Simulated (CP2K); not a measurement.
# C2H4F3N (2,2,2-trifluoroethylamine) at GFN2-xTB

What is the vertical ionisation energy of C2H4F3N (2,2,2-trifluoroethylamine) at GFN2-xTB? 

The results are computed with CP2K 2026.2.

4 further runs of the same task are left out: 4 set aside as unsound or not needed.

### Step 1. The structure to begin with

The species is C2H4F3N (10 atoms), meant as a singlet with charge 0. SMILES: `NCC(F)(F)F`. The coordinates come from a GFN2-xTB relaxation. This is one conformer, not always the lowest.

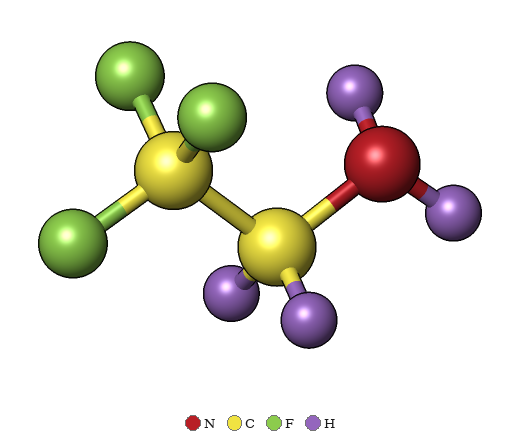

The structure, seen from a chosen angle (nitrogen red, carbon yellow, fluorine green, hydrogen purple).

### Step 2. Energy and gradient at GFN2-xTB

Input file molecule.inp:

```
&force_eval
  method Quickstep
  &dft
    # Quickstep
    &qs
      method XTB
      eps_default 1.0E-10
      &xtb
        gfn_type TBLITE
        &tblite
          method GFN2
        &end tblite
        check_atomic_charges F
      &end xtb
    &end qs
    &poisson
      periodic NONE
      poisson_solver ANALYTIC
    &end poisson
    # SCF settings
    &scf
      scf_guess ATOMIC
      eps_scf 1.0E-06
      max_scf 150
      added_mos 4
      &diagonalization
        algorithm STANDARD
      &end diagonalization
      &mixing
        method DIRECT_P_MIXING
        alpha 0.4
      &end mixing
    &end scf
    # extra output
    &print
      &moments
        periodic F
        reference COM
        max_moment 1
      &end moments
      &mo ON
        energies T
        occupation_numbers T
        ndigits 6
        &each
          qs_scf 0
        &end each
        add_last NUMERIC
      &end mo
      &hirshfeld OFF
      &end hirshfeld
    &end print
  &end dft
  # structure
  &subsys
    &cell
      abc 10.9 12.1 10.9
      periodic NONE
    &end cell
    &coord
      UNIT bohr
      N      0.8082170    -2.4762971    -0.4622081
      C      0.5904260    -0.1553544     0.9614549
      C     -0.7028458     1.8341304    -0.6675835
      F     -3.0348624     1.1117637    -1.3603382
      F      0.5588487     2.3621955    -2.7853240
      F     -0.9720373     4.0221498     0.5887820
      H     -0.9161392    -3.1400634    -0.9705822
      H      1.7065550    -3.8188530     0.5605117
      H     -0.5197503    -0.2841770     2.7233221
      H      2.4815883     0.5445057     1.4119467
    &end coord
    &topology
      &center_coordinates
      &end center_coordinates
    &end topology
  &end subsys
  # extra output
  &print
    &forces ON
    &end forces
  &end print
&end force_eval
&global
  project_name molecule
  run_type ENERGY_FORCE
  print_level MEDIUM
&end global
```

The run is started by

```sh
$ OMP_NUM_THREADS=1 cp2k.psmp -i molecule.inp -o molecule.out
```

Output:

```text
CP2K| version string:                                       CP2K version 2026.2
[...]
 GLOBAL| Method name                                                        CP2K
[...]
 GLOBAL| Run type                                                   ENERGY_FORCE
[...]
                             - Atoms:                                         10
[...]
                             - Spherical basis functions:                     28
[...]
 Number of electrons:                                                         38
[...]
  *** SCF run converged in    11 steps ***
[...]
  Fermi energy:                                                -0.04944187757317
[...]
 TB_DIPOLE| Moment [Debye]          1.04845137      -2.31892298       1.77062548
 TB_DIPOLE| Derivative [a.u.]       0.00000000       0.00000000       0.00000000
[...]
 ENERGY| Total FORCE_EVAL ( QS ) energy [hartree]            -23.435364877664856
 FORCES| Atomic forces [hartree/bohr]
 FORCES|   Atom     x               y               z               |f|
 FORCES|      1  3.79330970E-06  2.66240929E-04 -1.41161251E-05   2.66641869E-04
 FORCES|      2 -3.82842205E-05 -1.08431891E-04 -1.69496674E-04   2.04822555E-04
 FORCES|      3  1.74781280E-04 -3.61831299E-04 -4.78898345E-04   6.25151189E-04
 FORCES|      4  1.03424789E-04  1.71518174E-04  2.84825470E-05   2.02302809E-04
 FORCES|      5 -1.10075145E-04 -9.81595753E-05  1.05719895E-04   1.81462216E-04
 FORCES|      6 -1.49835071E-04  2.89629714E-04  2.53286850E-04   4.12904526E-04
 FORCES|      7  3.27018174E-05 -7.37331209E-05  8.45881529E-05   1.16880869E-04
 FORCES|      8  1.88205640E-06 -1.53037159E-04 -3.61889667E-05   1.57269054E-04
 FORCES|      9 -4.77711995E-05  1.13491230E-05  1.90428875E-04   1.96657180E-04
 FORCES|     10  2.93823833E-05  5.64551047E-05  3.61937909E-05   7.32153931E-05
 FORCES| Sum     1.27397143E-16  1.57493918E-16 -2.48912490E-16
 FORCES| Total atomic force                                       3.20923346E-16
[...]
```

It took 1 s on 1 thread of AMD EPYC 7R43 (Zen 3), shared host; peak memory 0.18 GiB.

### Step 3. The doublet cation, same level

Input file calc.inp:

```
&FORCE_EVAL
  METHOD QS
  &DFT
    CHARGE 1
    MULTIPLICITY 2
    UNRESTRICTED_KOHN_SHAM T
    &QS
      METHOD XTB
      EPS_DEFAULT 1.0E-10
      &XTB
        GFN_TYPE TBLITE
        &TBLITE
          METHOD GFN2
        &END TBLITE
        CHECK_ATOMIC_CHARGES F
      &END XTB
    &END QS
    &POISSON
      PERIODIC NONE
      POISSON_SOLVER ANALYTIC
    &END POISSON
    &SCF
      SCF_GUESS ATOMIC
      EPS_SCF 1.0E-06
      MAX_SCF 150
      ADDED_MOS 8
      &DIAGONALIZATION
        ALGORITHM STANDARD
      &END DIAGONALIZATION
      &MIXING
        METHOD DIRECT_P_MIXING
        ALPHA 0.4
      &END MIXING
      &SMEAR ON
        METHOD FERMI_DIRAC
        ELECTRONIC_TEMPERATURE [K] 300
      &END SMEAR
    &END SCF
    &PRINT
      &MOMENTS
        PERIODIC F
        REFERENCE COM
        MAX_MOMENT 1
      &END MOMENTS
      &MO ON
        ENERGIES T
        OCCUPATION_NUMBERS T
        NDIGITS 6
        &EACH
          QS_SCF 0
        &END EACH
        ADD_LAST NUMERIC
      &END MO
      &HIRSHFELD OFF
      &END HIRSHFELD
    &END PRINT
  &END DFT
  &SUBSYS
    &CELL
      ABC [angstrom] 10.9 12.1 10.9
      PERIODIC NONE
    &END CELL
    &COORD
      UNIT bohr
      N      0.8082170    -2.4762971    -0.4622081
      C      0.5904260    -0.1553544     0.9614549
      C     -0.7028458     1.8341304    -0.6675835
      F     -3.0348624     1.1117637    -1.3603382
      F      0.5588487     2.3621955    -2.7853240
      F     -0.9720373     4.0221498     0.5887820
      H     -0.9161392    -3.1400634    -0.9705822
      H      1.7065550    -3.8188530     0.5605117
      H     -0.5197503    -0.2841770     2.7233221
      H      2.4815883     0.5445057     1.4119467
    &END COORD
    &TOPOLOGY
      &CENTER_COORDINATES
      &END CENTER_COORDINATES
    &END TOPOLOGY
  &END SUBSYS
  &PRINT
    &FORCES ON
    &END FORCES
  &END PRINT
&END FORCE_EVAL

&GLOBAL
  PROJECT_NAME calc
  RUN_TYPE ENERGY_FORCE
  PRINT_LEVEL MEDIUM
&END GLOBAL
```

The run is started by

```sh
$ OMP_NUM_THREADS=1 cp2k.psmp -i calc.inp -o calc.out
```

Output:

```text
CP2K| version string:                                       CP2K version 2026.2
[...]
 GLOBAL| Method name                                                        CP2K
[...]
 GLOBAL| Run type                                                   ENERGY_FORCE
[...]
                             - Atoms:                                         10
[...]
                             - Spherical basis functions:                     28
[...]
 Number of electrons:                                                         19
[...]
  *** SCF run converged in    17 steps ***
[...]
  Fermi energy:                                                -0.70472924267103
[...]
 TB_DIPOLE| Moment [Debye]          3.03898563      -7.71261027       4.02829394
 TB_DIPOLE| Derivative [a.u.]       0.00000000       0.00000000       0.00000000
[...]
 ENERGY| Total FORCE_EVAL ( QS ) energy [hartree]            -22.876975812432651
 FORCES| Atomic forces [hartree/bohr]
 FORCES|   Atom     x               y               z               |f|
 FORCES|      1 -2.25068806E-02  2.31371335E-02  4.97955583E-02   5.93420950E-02
 FORCES|      2  2.13578978E-02 -2.41875684E-02 -2.97682707E-02   4.39015740E-02
 FORCES|      3 -2.84771193E-02  3.63475348E-02 -1.57211640E-02   4.87775010E-02
 FORCES|      4  8.64366645E-03 -3.95480528E-03  3.12316199E-03   1.00053783E-02
 FORCES|      5  2.07698470E-03 -8.12008826E-03  9.63949628E-03   1.27737852E-02
 FORCES|      6  4.78721596E-03 -1.20899869E-02 -1.37311291E-03   1.30755749E-02
 FORCES|      7 -5.42629985E-03 -2.25179414E-03 -1.67703519E-02   1.77696373E-02
 FORCES|      8  1.71330395E-02 -6.91606353E-03 -6.99423644E-03   1.97558174E-02
 FORCES|      9 -3.32300927E-03 -2.05205737E-03  1.75704928E-03   4.28258710E-03
 FORCES|     10  5.73450457E-03  8.76955898E-05  6.31187008E-03   8.52830212E-03
 FORCES| Sum    -2.19442520E-16 -1.23992071E-16 -1.30104261E-16
 FORCES| Total atomic force                                       2.83647972E-16
[...]
```

Run time: 1.1 s. Hardware: 1 thread of AMD EPYC 7R43 (Zen 3), shared host; peak memory 0.18 GiB.

### Step 4. Results

Level: GFN2-xTB.

```
                                                  quantity         value
                             singlet C2H4F3N: total energy  -23.43536 Eh
singlet C2H4F3N: dipole moment (from atomic charges alone)        3.10 D
                              singlet C2H4F3N: HOMO energy     -11.02 eV
                              singlet C2H4F3N: LUMO energy      -0.47 eV
                            singlet C2H4F3N: HOMO–LUMO gap      10.56 eV
                 singlet C2H4F3N: largest force on an atom    0.032 eV/Å
                              doublet cation: total energy  -22.87698 Eh
        doublet cation: HOMO energy (highest over α and β)     -19.40 eV
         doublet cation: LUMO energy (lowest over α and β)     -18.96 eV
                  doublet cation: largest force on an atom    3.051 eV/Å
        vertical ionisation energy (to the doublet cation)     15.195 eV
```

**Reading.** Removing an electron at fixed nuclei costs 15.19 eV (350 kcal/mol). No empirical shift is applied, and without it xTB methods put this difference several eV too high. The dipole (singlet C2H4F3N) comes from point charges on the atoms alone, without atomic dipoles, so it is partial.
